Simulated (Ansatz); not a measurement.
**Run report: CH6FNSi2, geometry relaxation (part 2 of 2)**

The same run, continued: CH6FNSi2, SMILES FC1([SiH3])N[SiH2]1; RKS PBE-D4/def2-SVP (Ansatz 0.2.0). The geometry: force-field start.

Geometry of the input (Å):
```
F  -1.6771  -0.8456  0.6607
C  -0.5738  -0.1195  0.2940
Si 0.9601  -0.5200  1.2186
N  -0.7078  1.1903  -0.3149
Si -0.2394  0.1017  -1.5300
H  0.8054  -0.3630  2.6992
H  2.1764  0.3264  0.8359
H  1.4270  -1.9140  0.9598
H  -1.7781  1.3487  -0.3866
H  -1.3631  0.0660  -2.4537
H  1.0356  0.6719  -1.9623
```

Trajectory as extended XYZ (Å, eV, eV/Å), 11 frames, from step=1 to step=11
```
11
Properties=species:S:1:pos:R:3:forces:R:3 step=1 energy=-21071.64200
F    -1.6771   -0.8456    0.6607   -0.5091   0.1895   0.1021
C    -0.5738   -0.1195    0.2940    0.3477  -0.2548  -0.6105
Si    0.9601   -0.5200    1.2186    1.6828  -0.0532   1.0754
N    -0.7078    1.1903   -0.3149   -3.7662   1.8485   2.8130
Si   -0.2394    0.1017   -1.5300    1.1195  -1.0526  -2.2994
H     0.8054   -0.3630    2.6992   -0.1143   0.0385   0.2331
H     2.1764    0.3264    0.8359   -0.5819  -0.0082  -0.1320
H     1.4270   -1.9140    0.9598   -0.2238  -0.2694  -0.0694
H    -1.7781    1.3487   -0.3866    1.7601   0.2978   0.3003
H    -1.3631    0.0660   -2.4537   -0.4444  -0.5009  -0.7013
H     1.0356    0.6719   -1.9623    0.7296  -0.2351  -0.7113
11
Properties=species:S:1:pos:R:3:forces:R:3 step=2 energy=-21072.32255
F    -1.6428   -0.8678    0.6175   -0.3263  -0.1270  -0.0842
C    -0.5153   -0.1760    0.2357    0.1334   0.2174  -0.3531
Si    0.9903   -0.5384    1.2869    0.6327  -0.0121   0.3067
N    -0.7188    1.1992   -0.2170   -1.3309   0.3499   0.6996
Si   -0.2426    0.2140   -1.6043    0.2698  -0.0976  -0.6000
H     0.7769   -0.3463    2.7679   -0.0449   0.0504  -0.0309
H     2.0915    0.3916    0.8066   -0.1788  -0.2151   0.0781
H     1.3764   -1.9692    1.0353    0.0362   0.0052   0.0420
H    -1.7510    1.3997   -0.2140    0.7951   0.1707   0.1915
H    -1.3857   -0.0099   -2.5424    0.1340  -0.2046  -0.0647
H     1.0863    0.6459   -2.1516   -0.1202  -0.1373  -0.1851
11
Properties=species:S:1:pos:R:3:forces:R:3 step=3 energy=-21072.45249
F    -1.6317   -0.9142    0.5013   -0.0911  -0.0804  -0.0812
C    -0.4908   -0.1914    0.1863    0.2816   0.3320  -0.1621
Si    0.9974   -0.5600    1.3200    0.0109  -0.0124   0.0520
N    -0.7248    1.2237   -0.1488    0.0098  -0.5077  -0.4963
Si   -0.2684    0.3162   -1.6460   -0.1759  -0.0584   0.1442
H     0.7213   -0.2841    2.7818   -0.0206  -0.0136  -0.1147
H     2.1182    0.3207    0.8426   -0.0043  -0.0058   0.0153
H     1.4092   -1.9980    1.1422   -0.0670   0.0351   0.0429
H    -1.7199    1.4765   -0.0649    0.0323   0.1724   0.1936
H    -1.3803   -0.1258   -2.5792    0.2734   0.1044   0.2656
H     1.0350    0.6793   -2.3147   -0.2491   0.0345   0.1406
11
Properties=species:S:1:pos:R:3:forces:R:3 step=4 energy=-21072.50745
F    -1.5998   -0.9894    0.4013    0.0575   0.0662  -0.0508
C    -0.4513   -0.2396    0.1231    0.2443   0.1988   0.1813
Si    0.9860   -0.5403    1.3285    0.0716  -0.3360  -0.0187
N    -0.6835    1.1735   -0.1625   -0.2906  -0.3990  -0.4208
Si   -0.2821    0.3117   -1.6851   -0.1868   0.2017   0.2726
H     0.6483   -0.1842    2.7568   -0.0478   0.0157  -0.0972
H     2.1454    0.2929    0.8587   -0.0242   0.0014   0.0080
H     1.3641   -1.9964    1.2444    0.0348   0.0292   0.0998
H    -1.6245    1.4934    0.1101    0.1199   0.1952  -0.0531
H    -1.4117   -0.1170   -2.5740    0.1033  -0.0146   0.0428
H     0.9743    0.7382   -2.3806   -0.0819   0.0412   0.0361
11
Properties=species:S:1:pos:R:3:forces:R:3 step=5 energy=-21072.53821
F    -1.5555   -1.0292    0.3300    0.0746   0.0569   0.0602
C    -0.4090   -0.2459    0.0897    0.0892   0.0457   0.0511
Si    0.9988   -0.5802    1.3231   -0.0907  -0.0888   0.2271
N    -0.6775    1.1560   -0.1875   -0.8921  -0.1513   0.1992
Si   -0.3046    0.3256   -1.7100   -0.0057   0.3535   0.2164
H     0.5621   -0.1082    2.6967    0.0828  -0.0626  -0.1249
H     2.1747    0.2351    0.8636    0.0275  -0.0589   0.0189
H     1.3697   -2.0489    1.4000   -0.0686   0.2184  -0.0609
H    -1.5656    1.5509    0.2163    0.8587  -0.2372  -0.4337
H    -1.4180   -0.1667   -2.5646   -0.0679  -0.0678  -0.1207
H     0.8900    0.8545   -2.4365   -0.0080  -0.0078  -0.0327
11
Properties=species:S:1:pos:R:3:forces:R:3 step=6 energy=-21072.55937
F    -1.4741   -1.1008    0.3159   -0.0941  -0.0097   0.1476
C    -0.3734   -0.2380    0.0774    0.0794  -0.3348   0.0390
Si    0.9918   -0.5802    1.3654    0.0083   0.0051  -0.1037
N    -0.7144    1.1015   -0.2197   -0.2206   0.5212  -0.3558
Si   -0.3736    0.3614   -1.7435    0.4766  -0.2064  -0.0135
H     0.5313   -0.1446    2.7351   -0.0184  -0.0056  -0.0487
H     2.2053    0.2159    0.9783    0.0275   0.0099   0.0095
H     1.3443   -2.0401    1.4084   -0.0264  -0.0009  -0.0123
H    -1.4234    1.6914    0.2136   -0.1369  -0.0101   0.3727
H    -1.4303   -0.2475   -2.6029   -0.1087   0.0121  -0.0089
H     0.7818    0.9239   -2.5073    0.0134   0.0193  -0.0259
11
Properties=species:S:1:pos:R:3:forces:R:3 step=7 energy=-21072.49459 accepted=F
F    -1.5443   -1.0216    0.4856    0.3937  -0.1308  -0.2622
C    -0.4256   -0.2290    0.0892   -0.6331   0.6804  -0.0194
Si    0.9953   -0.5679    1.3128   -0.2258   0.1666   0.0363
N    -0.8484    1.1121   -0.3027    0.9757  -1.1926   0.5541
Si   -0.3073    0.3072   -1.7257   -0.5216   0.0319  -0.1686
H     0.5108   -0.2014    2.6891    0.0813  -0.0072   0.0773
H     2.1792    0.2800    0.9463    0.0309   0.0164  -0.0283
H     1.3899   -2.0162    1.2880   -0.0294  -0.0171  -0.0238
H    -1.4122    1.6750    0.3235   -0.2073   0.4670  -0.1060
H    -1.3710   -0.2312   -2.6388    0.1359  -0.0232  -0.0687
H     0.8987    0.8359   -2.4466   -0.0003   0.0087   0.0094
11
Properties=species:S:1:pos:R:3:forces:R:3 step=8 energy=-21072.59638
F    -1.4870   -1.0963    0.3863   -0.0177  -0.0140  -0.0272
C    -0.3992   -0.2343    0.0867   -0.0559  -0.0212   0.0102
Si    0.9883   -0.5716    1.3427    0.0226   0.0434  -0.0232
N    -0.7762    1.0967   -0.2480    0.0066   0.0186   0.0492
Si   -0.3411    0.3354   -1.7364    0.0346  -0.0329  -0.0347
H     0.5422   -0.1396    2.7159    0.0034  -0.0039   0.0022
H     2.1990    0.2247    0.9425    0.0174  -0.0042   0.0054
H     1.3310   -2.0343    1.3719   -0.0081   0.0076  -0.0080
H    -1.4277    1.6897    0.2712   -0.0019   0.0163   0.0127
H    -1.3945   -0.2339   -2.6356   -0.0026  -0.0093   0.0039
H     0.8304    0.9065   -2.4764    0.0016  -0.0003   0.0094
11
Properties=species:S:1:pos:R:3:forces:R:3 step=9 energy=-21072.59641
F    -1.5016   -1.1043    0.3723    0.0357   0.0445   0.0421
C    -0.4165   -0.2285    0.1008    0.0122  -0.1050  -0.1172
Si    0.9891   -0.5684    1.3391   -0.0661   0.0336  -0.0263
N    -0.7945    1.0962   -0.2472   -0.0169   0.0299   0.1065
Si   -0.3355    0.3340   -1.7269    0.0425  -0.0402  -0.0093
H     0.5705   -0.1315    2.7189    0.0099  -0.0056   0.0170
H     2.1988    0.2187    0.9175    0.0044  -0.0008  -0.0026
H     1.3208   -2.0340    1.3623   -0.0034   0.0141  -0.0050
H    -1.4362    1.6996    0.2721   -0.0116   0.0261  -0.0052
H    -1.3732   -0.2469   -2.6360   -0.0100  -0.0020  -0.0068
H     0.8435    0.9080   -2.4522    0.0033   0.0054   0.0068
11
Properties=species:S:1:pos:R:3:forces:R:3 step=10 energy=-21072.59734
F    -1.5053   -1.0994    0.3787    0.0360   0.0230  -0.0044
C    -0.4159   -0.2355    0.0928   -0.0119  -0.0093   0.0222
Si    0.9853   -0.5623    1.3364    0.0117  -0.0561   0.0047
N    -0.7856    1.0965   -0.2440   -0.0255   0.0053  -0.0068
Si   -0.3354    0.3317   -1.7299    0.0089   0.0182   0.0348
H     0.5690   -0.1358    2.7211   -0.0100   0.0109  -0.0118
H     2.2003    0.2212    0.9226   -0.0140   0.0131  -0.0120
H     1.3213   -2.0269    1.3571    0.0024   0.0032   0.0044
H    -1.4369    1.6929    0.2731    0.0097  -0.0026  -0.0182
H    -1.3783   -0.2445   -2.6362   -0.0016   0.0023  -0.0086
H     0.8466    0.9049   -2.4509   -0.0057  -0.0079  -0.0043
11
Properties=species:S:1:pos:R:3:forces:R:3 step=11 energy=-21072.59768
F    -1.5042   -1.0998    0.3820    0.0118   0.0109  -0.0104
C    -0.4152   -0.2367    0.0944   -0.0255  -0.0193   0.0140
Si    0.9859   -0.5676    1.3361   -0.0016   0.0146  -0.0095
N    -0.7849    1.0960   -0.2414    0.0048  -0.0206  -0.0200
Si   -0.3339    0.3318   -1.7272    0.0004   0.0163   0.0152
H     0.5635   -0.1316    2.7159    0.0062  -0.0067  -0.0010
H     2.1912    0.2263    0.9132    0.0051  -0.0078   0.0062
H     1.3259   -2.0311    1.3597    0.0026   0.0072   0.0049
H    -1.4354    1.6935    0.2745   -0.0006   0.0070   0.0002
H    -1.3768   -0.2394   -2.6373   -0.0026   0.0003  -0.0003
H     0.8491    0.9016   -2.4492   -0.0005  -0.0019   0.0006
```

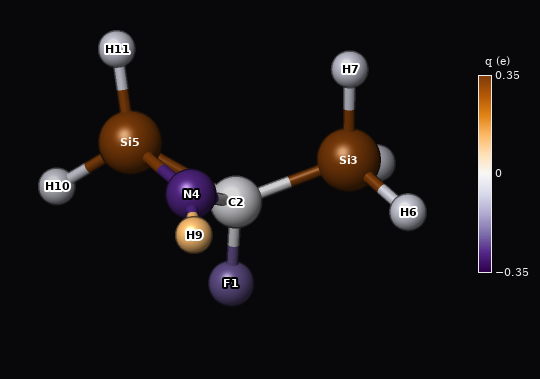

*Mulliken charges, as the colour of each atom (ball-and-stick view, seen at a tilt; atoms are numbered from 1 in the order of the input).*

By element: F −0.23, C −0.02, Si +0.34, N −0.28 and H −0.06 to +0.13 e.

Results in brief

| quantity | value |
| --- | --- |
| outcome | converged |
| total energy | −21072.5977 eV |
| mean-field energy | −21072.3412 eV |
| dispersion energy | −0.2565 eV |
| SCF solution under orbital rotations | stable |
| largest force (length of the vector) at the end | 0.035 eV/Å |
| dipole moment | 1.59 D |
| hardware | 4 threads of Arm Neoverse V1, 23 GiB of memory available, shared host |
| wall time | 15 s (CPU time 53 s) |
| peak memory | 0.16 GiB |
